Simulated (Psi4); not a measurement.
# A workflow on FH2In (SMILES [F][InH2])

We compute a structure relaxation (B3LYP/def2-SVP), then the harmonic vibrations, then a single-point energy (MP2/def2-TZVPP), then the vertical excitations (TD-B3LYP/def2-SVP) of FH2In. 

The results are computed with Psi4 1.11.

### 1 The molecule

The species is FH2In (4 atoms), typed as a singlet with charge 0. As SMILES, `[F][InH2]`. The coordinates come from a PBE0-D4/def2-TZVP relaxation. The run starts from this shape.

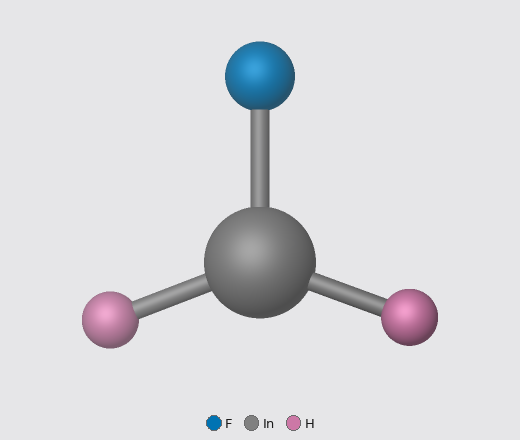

The structure, seen from a chosen angle (fluorine blue, indium grey, hydrogen pink).

### 2 A geometry optimisation at B3LYP/def2-SVP (density fitting, core potential) (run 1)

Input file fh2in.xyz:

```xyz
4
FH2In
F     -1.631800    -0.629400     0.188600
In     0.194400     0.052300    -0.026300
H      1.304300    -0.965100     0.767900
H      0.188600     1.481900    -0.950400
```

Input file calc.py:

```python
import psi4

psi4.set_memory('1600 MB')
psi4.set_num_threads(1)
psi4.core.set_output_file('psi4.out', False)

with open('fh2in.xyz') as f:
    atoms = ''.join(f.readlines()[2:])
geom = psi4.geometry('0 1\n' + atoms + 'symmetry c1')

psi4.set_options({
    'basis': 'def2-SVP',
    'geom_maxiter': 60,
})

E = psi4.optimize("b3lyp")
print('E =', round(E, 9))
print(geom.to_string(dtype='xyz', units='Angstrom'))
```

The run is started by

```console
$ python calc.py
```

psi4.out:

```text
gradient() will perform analytic gradient computation.

   => Loading Basis Set <=

    Name: DEF2-SVP
    Role: ORBITAL
    Keyword: BASIS

    !!!  WARNING: ECP capability is in beta. Please check occupations closely.  !!!

         ---------------------------------------------------------
                                   SCF
                              RKS Reference
                        1 Threads,   1525 MiB Core
         ---------------------------------------------------------

  ==> Geometry <==

    Molecular point group: c1
    Full point group: C1

    Geometry (in Angstrom), charge = 0, multiplicity = 1:

[... 203 lines left out ...]
    One-Electron Energy =                -610.3179114293158136
[... 296 lines left out ...]
   @DF-RKS iter   2:  -291.15921930533227   -1.09273e-05   5.99502e-05 DIIS
[... 46 lines left out ...]
 Dipole Z            :         -1.7973932            1.6693669           -0.1280262
[... 210 lines left out ...]
    Nuclear Repulsion Energy =             66.7609042192437556
[... 210 lines left out ...]
   @DF-RKS iter   2:  -291.15922564467235   -1.00572e-06   1.71767e-05 DIIS
[... 87 lines left out ...]
    Weights Tolerance      =       1.00E-15
[... 169 lines left out ...]
    One-Electron Energy =                -609.0972732056873156
[... 210 lines left out ...]
   @DF-RKS iter   3:  -291.15925686504465   -3.56212e-07   7.32832e-07 DIIS
[... 154 lines left out ...]
	Measures of convergence in internal coordinates in au.
[... 3 lines left out ...]
	----------------------------------------------------------------------------------------------
	   Step    Total Energy     Delta E     Max Force     RMS Force      Max Disp      RMS Disp
	----------------------------------------------------------------------------------------------
	  Convergence Criteria     1.00e-06 *    3.00e-04 *             o    1.20e-03 *             o
	----------------------------------------------------------------------------------------------
	     6    -291.15925687   -1.61e-06      2.46e-05 *    1.48e-05 o    1.05e-03 *    5.58e-04 o  ~
	----------------------------------------------------------------------------------------------

Next Geometry in Ang
	Fragment 1 (Ang)

	    F  -1.5932742329  -0.5949395121   0.1872637371
	   In   0.2487938947   0.0927045752  -0.0295210717
	    H   1.3822886579  -0.9252242109   0.7679045705
	    H   0.2593482155   1.5377066270  -0.9615792853

    Final optimized geometry and variables:
    Molecular point group: c1
    Full point group: C1

    Geometry (in Angstrom), charge = 0, multiplicity = 1:

    F           -1.593088081324    -0.594921140624     0.187171586864
    IN           0.249008572895     0.092995891820    -0.029246946921
    H            1.382131142283    -0.925475467135     0.767881153902
    H            0.259104901380     1.537648195103    -0.961737843275

[set-up sections that repeat, and orbital energies of the middle runs, are left out above]
```

On the terminal:

```text
Some dependencies such as QCElemental have not yet finished migration to pydantic v2. If issues are encountered please downgrade pydantic or upgrade QCElemental as appropriate
	Energy has increased in a minimization.
	Energy ratio indicates iffy step.
	Intrafrag trust radius decreased to   0.25.
Optimizer: Optimization complete!
E = -291.159256866
4
0 1 FH2In
F                    -1.593088081324    -0.594921140624     0.187171586864
In                    0.249008572895     0.092995891820    -0.029246946921
H                     1.382131142283    -0.925475467135     0.767881153902
H                     0.259104901380     1.537648195103    -0.961737843275
```

Run time: 20 s. Hardware: 1 thread of Intel Xeon Platinum 8259CL at 2.50GHz (Skylake/Cascade Lake), shared host; peak memory 0.36 GiB.

Steps, from the record of the run:

| step | energy from the first frame kept (eV) | largest force (eV/Å) |
| --- | --- | --- |
| 0 | 0.0000 | 0.4015 |
| 1 | -0.0065 | 0.1505 |
| 2 | -0.0072 | 0.0274 |
| 3 | -0.0065 | 0.0785 |
| 4 | -0.0073 | 0.0155 |
| 5 | -0.0074 | 0.0032 |

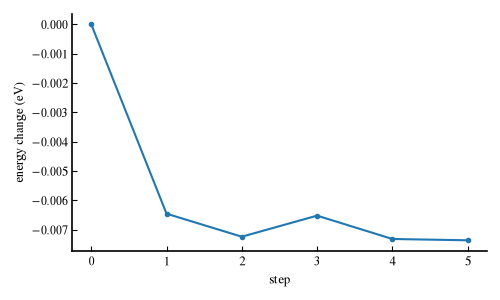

Energy along the run.

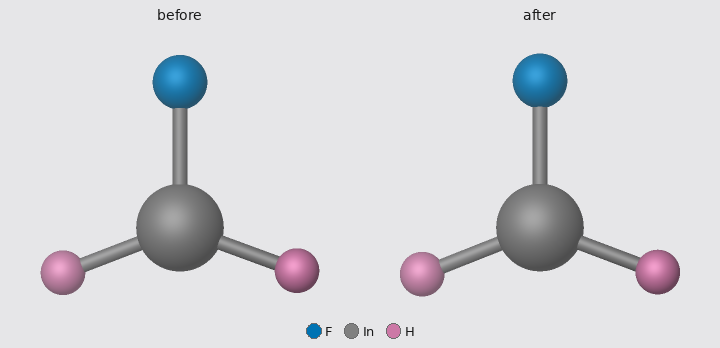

Before and after, at one scale.

After the run. Bond lengths: F1–In2 1.978 Å, In2–H3 1.719 Å, In2–H4 1.719 Å. Angles: F1–In2–H3 110.9°, F1–In2–H4 110.9°, H3–In2–H4 138.2°.

### 3 Vibrational wavenumbers at B3LYP/def2-SVP (density fitting, core potential) (run 2)

Input file fh2in.xyz:

```xyz
4
FH2In
F     -1.645765    -0.634852     0.189947
In     0.196332     0.053065    -0.026472
H      1.329455    -0.965406     0.770656
H      0.206428     1.497718    -0.958963
```

Input file calc.py:

```python
import psi4

psi4.set_memory('1600 MB')
psi4.set_num_threads(1)
psi4.core.set_output_file('psi4.out', False)

with open('fh2in.xyz') as f:
    atoms = ''.join(f.readlines()[2:])
molecule = psi4.geometry('0 1\n' + atoms + 'symmetry c1')

psi4.set_options(dict(basis='def2-SVP', t=600.0, rotational_symmetry_number=2))

e = psi4.frequency("b3lyp")
print('E =', round(e, 9))
for k in ('ZPVE', 'ENTHALPY', 'GIBBS FREE ENERGY'):
    print(f'{k}: {psi4.variable(k):.8f} Eh')
```

The run is started by

```console
$ python calc.py
```

psi4.out:

```text
Psi4 1.11 release

gradient() will perform analytic gradient computation.

   => Loading Basis Set <=

    Name: DEF2-SVP
    Role: ORBITAL
    Keyword: BASIS

    !!!  WARNING: ECP capability is in beta. Please check occupations closely.  !!!

         ---------------------------------------------------------
                                   SCF
                              RKS Reference
                        1 Threads,   1525 MiB Core
         ---------------------------------------------------------

  ==> Geometry <==

    Molecular point group: c1
    Full point group: C1

    Geometry (in Bohr), charge = 0, multiplicity = 1:

[... 96 lines left out ...]
    Weights Tolerance      =       1.00E-15
[... 461 lines left out ...]
   @DF-RKS iter   3:  -291.15463882178426   -8.09930e-01   2.18416e-03 ADIIS/DIIS
[... 364 lines left out ...]
   @DF-RKS iter   7:  -291.15925681156136   -7.48384e-07   1.60211e-06 DIIS
[... 380 lines left out ...]
   @DF-RKS iter  10:  -291.15925687894304   -1.64846e-12   9.20017e-09 DIIS
[... 370 lines left out ...]
    Final Occupation by Irrep:
[... 356 lines left out ...]
    One-Electron Energy =                -609.1044511839720599
[... 364 lines left out ...]
    DFT Exchange-Correlation Energy =     -22.6955442544655135
[... 364 lines left out ...]
    VV10 Nonlocal Energy =                  0.0000000000000000
[... 389 lines left out ...]
 Dipole Z            :         -1.7814982            1.6563519           -0.1251463
[... 490 lines left out ...]
    Translational S                         44.107 [cal/(mol K)]      184.544 [J/(mol K)]       0.07028904 [mEh/K] (mol. weight = 135.9179 [u], P = 101325.00 [Pa])
[... 49 lines left out ...]
  Gibbs free energy, G = H - T * S
    Electronic contrib to G beyond E_e       0.000 [kcal/mol]        0.000 [kJ/mol]       0.00000000 [Eh]
    Translational contrib to G             -23.483 [kcal/mol]      -98.255 [kJ/mol]      -0.03742321 [Eh]
    Rotational contrib to G                -11.607 [kcal/mol]      -48.563 [kJ/mol]      -0.01849672 [Eh]
    Vibrational contrib to G                 6.617 [kcal/mol]       27.687 [kJ/mol]       0.01054546 [Eh]
  Correction G                             -28.473 [kcal/mol]     -119.131 [kJ/mol]      -0.04537446 [Eh]
  Total G, Gibbs energy at  600.00 [K]                                                 -291.20463133 [Eh]
  *** Absolute Gibbs energy, not a free energy of formation ***

[set-up sections that repeat, and orbital energies of the middle runs, are left out above]
```

The script printed:

```text
Warning: used thermodynamics relations inappropriate for low-frequency modes: ['418.4868' '549.2614' '561.1838' '605.3880']
E = -291.159256866
ZPVE: 0.01313483 Eh
ENTHALPY: -291.13454327 Eh
GIBBS FREE ENERGY: -291.20463133 Eh
```

Run time: 69 s. Hardware: 1 thread of Intel Xeon Platinum 8259CL at 2.50GHz (Skylake/Cascade Lake), shared host; peak memory 0.35 GiB.

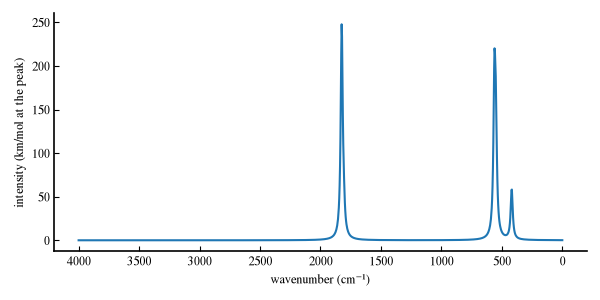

Harmonic infrared spectrum, unscaled, lines broadened by 10 cm⁻¹.

### 4 The energy at MP2/def2-TZVPP (density fitting, core potential, density fitting for correlation) (run 3)

Input file input.inp:

```
memory 1600 MB

molecule system {
  0 1
  F     -3.11004512    -1.19969641     0.35894781
  In     0.37101371     0.10027832    -0.05002483
  H      2.51230585    -1.82435294     1.45632878
  H      0.39009238     2.83027683    -1.81217743
  units au
}

set basis def2-TZVPP
set num_frozen_docc 5

energy_value, wavefunction = energy("mp2", return_wfn=True)
```

The run is started by

```console
$ psi4 input.inp input.out -n 1
```

input.out:

```text
Psi4 1.11 release

    SCF Algorithm Type (re)set to DF.

   => Loading Basis Set <=

    Name: DEF2-TZVPP
    Role: ORBITAL
    Keyword: BASIS

    !!!  WARNING: ECP capability is in beta. Please check occupations closely.  !!!

         ---------------------------------------------------------
                                   SCF
                              RHF Reference
                        1 Threads,   1525 MiB Core
         ---------------------------------------------------------

  ==> Geometry <==

    Molecular point group: c1
    Full point group: C1

    Geometry (in Bohr), charge = 0, multiplicity = 1:

[... 99 lines left out ...]
   @DF-RHF iter SAD:  -288.27943598360923   -2.88279e+02   0.00000e+00
[... 2 lines left out ...]
   @DF-RHF iter   3:  -289.86422931072502   -3.56514e-02   2.58458e-04 ADIIS/DIIS
[... 2 lines left out ...]
   @DF-RHF iter   6:  -289.86456205138040   -4.17830e-06   4.65257e-06 DIIS
[... 2 lines left out ...]
   @DF-RHF iter   9:  -289.86456244379940   -1.75368e-09   6.74937e-08 DIIS
[... 2 lines left out ...]
  Energy and wave function converged.
[... 33 lines left out ...]
    Nuclear Repulsion Energy =             66.7715855286585480
[... 2 lines left out ...]
    Total Energy =                       -289.8645624438723871
[... 16 lines left out ...]
 Dipole Z            :         -1.8030295            1.6563519           -0.1466776
[... 40 lines left out ...]
	-----------------------------------------------------------
	 ==================> DF-MP2 Energies <====================
	-----------------------------------------------------------
	 Reference Energy          =    -289.8645624438724440 [Eh]
	 Singles Energy            =      -0.0000000000000000 [Eh]
	 Same-Spin Energy          =      -0.1586866572650990 [Eh]
	 Opposite-Spin Energy      =      -0.3878118248238301 [Eh]
	 Correlation Energy        =      -0.5464984820889291 [Eh]
	 Total Energy              =    -290.4110609259613511 [Eh]
	-----------------------------------------------------------
	 ================> DF-SCS-MP2 Energies <==================
	-----------------------------------------------------------
	 SCS Same-Spin Scale       =       0.3333333333333333 [-]
	 SCS Opposite-Spin Scale   =       1.2000000000000000 [-]
	 SCS Same-Spin Energy      =      -0.0528955524216997 [Eh]
	 SCS Opposite-Spin Energy  =      -0.4653741897885961 [Eh]
	 SCS Correlation Energy    =      -0.5182697422102958 [Eh]
	 SCS Total Energy          =    -290.3828321860827373 [Eh]
	-----------------------------------------------------------

	total time  =          0 seconds =       0.00 minutes

    Psi4 run time: 0:00:02.07
```

It took 3.3 s on 1 thread of Intel Xeon Platinum 8259CL at 2.50GHz (Skylake/Cascade Lake), shared host; peak memory 0.23 GiB.

### 5 The vertical excitations at TD-B3LYP/def2-SVP (density fitting, core potential, save jk yes) (run 4)

Input file fh2in.py:

```python
import psi4

psi4.set_memory('1600 MB')
psi4.set_num_threads(1)
psi4.set_output_file('fh2in.out', False)

geom = psi4.geometry("""
F
In 1 1.978229
H 2 1.719495 1 110.91301
H 2 1.719495 3 138.17355 1 -179.93602
units angstrom
""")

psi4.set_options({
    'basis': 'def2-SVP',
    'reference': 'rks',
    'save_jk': True,
})

from psi4.driver.procrouting.response.scf_response import tdscf_excitations
result, w = psi4.energy('B3LYP', return_wfn=True)
states = tdscf_excitations(w, states=4, tda=False)
for k, s in enumerate(states, 1):
    print(f"root {k}: {s['EXCITATION ENERGY'] * 27.211386:.4f} eV  f = {s['OSCILLATOR STRENGTH (LEN)']:.4f}  {s['SYMMETRY']}")
print('E =', round(result, 9))
```

The run is started by

```console
$ python fh2in.py
```

fh2in.out, cut to the lines that bear on the results:

```text
[...]
    !!!  WARNING: ECP capability is in beta. Please check occupations closely.  !!!
[...]
   @DF-RKS iter   1:  -291.03880868217612   -1.13245e+00   1.11259e-02 DIIS/ADIIS
[...]
   @DF-RKS iter   5:  -291.15921658726523   -4.44275e-04   1.93698e-04 DIIS/ADIIS
[...]
                                    Excitation Energy         Total Energy        Oscillator Strength             Rotatory Strength
[...]
Excited State    1 (1 A):   0.18783 au   242.57 nm f = 0.0000
[...]
Excited State    2 (1 A):   0.22444 au   203.01 nm f = 0.0269
[...]
Excited State    3 (1 A):   0.23202 au   196.38 nm f = 0.0038
[...]
Excited State    4 (1 A):   0.23304 au   195.52 nm f = 0.0000
[...]
**********                               WARNING                                **********
**********       The names of excited state variables changed between 1.5       **********
[...]
```

The script printed:

```text
root 1: 5.1113 eV  f = 0.0000  A
root 2: 6.1072 eV  f = 0.0269  A
root 3: 6.3135 eV  f = 0.0038  A
root 4: 6.3413 eV  f = 0.0000  A
E = -291.159256866
```

Run time: 9.6 s. Hardware: 1 thread of Intel Xeon Platinum 8259CL at 2.50GHz (Skylake/Cascade Lake), shared host; peak memory 0.32 GiB.

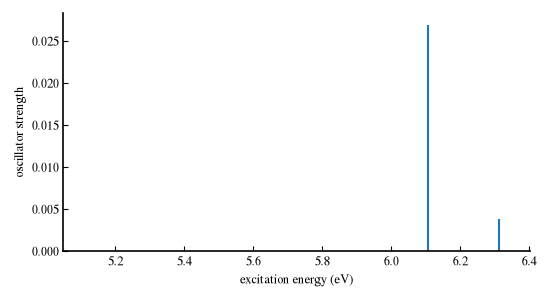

Vertical excitations as sticks.

The roots found:

| excited state | energy (eV) | strength | label |
| --- | --- | --- | --- |
| 1 | 5.111 | 0.0000 | A 1 |
| 2 | 6.107 | 0.0269 | A 1 |
| 3 | 6.314 | 0.0038 | A 1 |
| 4 | 6.341 | 0.0000 | A 1 |

### 6 Summary of results

| quantity | value |
| --- | --- |
| run 1, B3LYP/def2-SVP: total energy at the end | -291.15926 Eh |
| run 1, B3LYP/def2-SVP: dipole moment | 2.92 D |
| run 1, B3LYP/def2-SVP: HOMO energy | -8.30 eV |
| run 1, B3LYP/def2-SVP: LUMO energy | -2.03 eV |
| run 1, B3LYP/def2-SVP: HOMO–LUMO gap | 6.26 eV |
| run 2, B3LYP/def2-SVP: lowest harmonic wavenumber | 418 cm⁻¹ |
| run 2, B3LYP/def2-SVP: highest harmonic wavenumber | 1824 cm⁻¹ |
| run 2, B3LYP/def2-SVP: zero-point energy | 34.5 kJ/mol |
| run 2, B3LYP/def2-SVP: ideal-gas entropy at 600 K (symmetry number 2 as used) | 73.3 cal/(mol K) |
| run 3, MP2/def2-TZVPP: total energy | -290.41106 Eh |
| run 3, MP2/def2-TZVPP: HOMO energy (Hartree–Fock orbitals) | -11.87 eV |
| run 3, MP2/def2-TZVPP: LUMO energy (Hartree–Fock orbitals) | 0.44 eV |
| run 3, MP2/def2-TZVPP: HOMO–LUMO gap (Hartree–Fock orbitals) | 12.31 eV |
| run 3, MP2/def2-TZVPP: correlation energy (5 core orbitals frozen) | -546.5 mEh |
| run 4, TD-B3LYP/def2-SVP: ground-state or mean-field energy | -291.15926 Eh |
| run 4, TD-B3LYP/def2-SVP: dipole moment (B3LYP Kohn–Sham density) | 2.92 D |
| run 4, TD-B3LYP/def2-SVP: HOMO energy (B3LYP Kohn–Sham orbitals) | -8.30 eV |
| run 4, TD-B3LYP/def2-SVP: LUMO energy (B3LYP Kohn–Sham orbitals) | -2.03 eV |
| run 4, TD-B3LYP/def2-SVP: HOMO–LUMO gap (B3LYP Kohn–Sham orbitals) | 6.26 eV |
| run 4, TD-B3LYP/def2-SVP: lowest excitation energy | 5.11 eV |

What this shows: The optimisation (run 1, B3LYP/def2-SVP) took 6 steps and changed the energy by -0.007 eV. All 6 modes are real, so the shape is a minimum at this level. The brightest of the 4 transitions from the ground state lies at 6.11 eV (203 nm, f = 0.027); the lowest, at 5.11 eV, has f = 0.000.
